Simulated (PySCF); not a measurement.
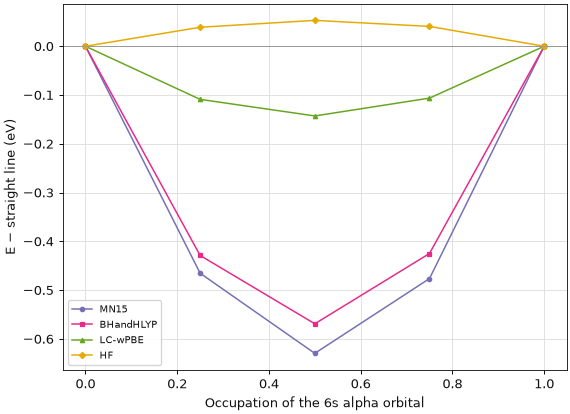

One 6s alpha orbital of Tl²⁺ ([Xe] 4f¹⁴ 5d¹⁰ 6s) is emptied in steps. The plot gives the energy less the straight line between the integer ends. PySCF, aug-cc-pVDZ-PP with a 60-electron core potential, unrestricted single determinants, no spin-orbit coupling.

Q: Describe the curvature of each method.

A: MN15: convex (delocalisation error), largest departure −0.63 eV, removal energy 30.26 eV; BHandHLYP: convex (delocalisation error), largest departure −0.57 eV, removal energy 29.69 eV; LC-wPBE: convex (delocalisation error), largest departure −0.14 eV, removal energy 29.73 eV; HF: concave (localisation error), largest departure 0.053 eV, removal energy 28.18 eV. The measured removal energy is 29.85 eV. The exact energy is a straight line between whole electron numbers.
